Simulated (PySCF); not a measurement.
```
atom    x (Å)    y (Å)    z (Å)
   C  -0.8207   1.4384   0.9462
   C  -0.1895   0.1508   0.4418
   F   0.2826  -0.5682   1.5395
  Si  -1.5523  -1.0138  -0.3753
   C   0.8808   0.3444  -0.5397
   S   0.8228   1.5136  -1.6749
   C   2.0465  -0.6032  -0.5148
   F   1.6422  -1.9136  -0.4690
   H  -0.0649   2.0613   1.4234
   H  -1.2541   1.9879   0.1166
   H  -1.5945   1.2104   1.6745
   H  -2.5658  -1.1147   0.6721
   H  -0.9306  -2.2915  -0.6803
   H  -2.0217  -0.2829  -1.5491
   H   2.6631  -0.4817  -1.4098
   H   2.6484  -0.4284   0.3872
```

Geometry: GFN2-xTB.

These are results of CAM-B3LYP/def2-SVPD, SCF density, gas phase in PySCF, not measurements.

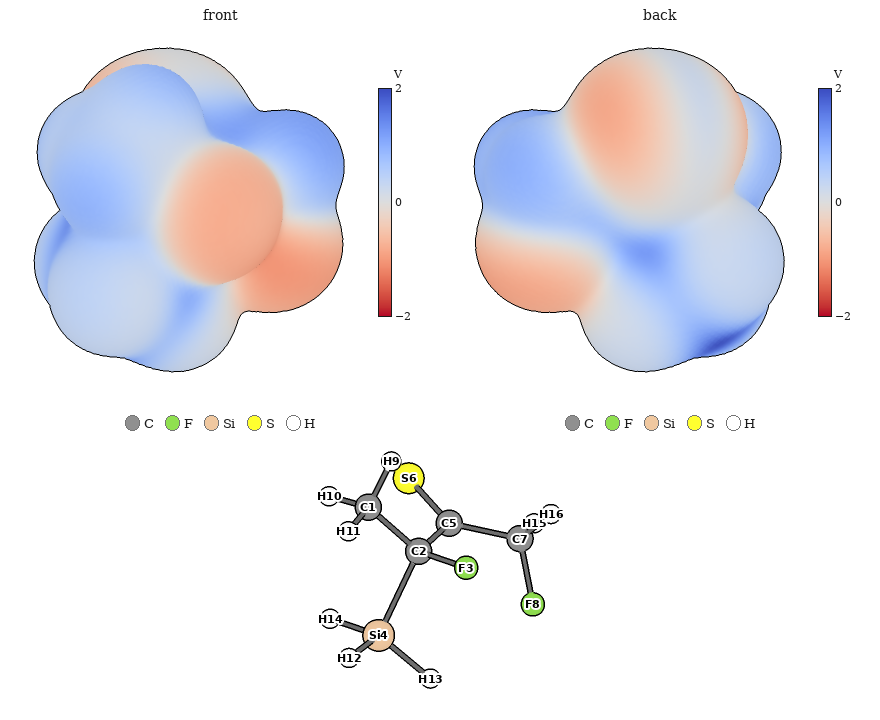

C$_{4}$H$_{8}$F$_{2}$SSi. The molecular electrostatic potential painted on the density surface at 0.002 e/bohr³, seen from the front and from behind; the colour scale runs from red (negative) to blue (positive). The bare structure is drawn below in the same view.

### Which sites attract a positive test charge, and which a negative one?

A positive charge is drawn to the negative regions and a negative charge to the positive ones. The most negative region (about −1.0 V) lies over F3 and F8, the most positive (about +1.7 V) over Si4.
